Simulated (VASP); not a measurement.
Band structure of SiO2 (rutile). All values below come from MS2 meta-GGA, VASP's PBE PAW potentials (set 64) (plane waves; VASP).

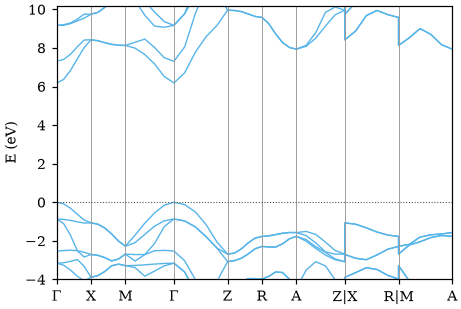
Figure: Bands along high-symmetry lines, zero at the valence-band maximum or, without a gap, the Fermi level

Read the plot: is there a gap, and where are the band edges?

The gap is direct, 6.19 eV, from the valence maximum at Γ to the conduction minimum at Γ.

The compound is SiO2 in the rutile structure, stishovite, a high-pressure form. It was relaxed first.
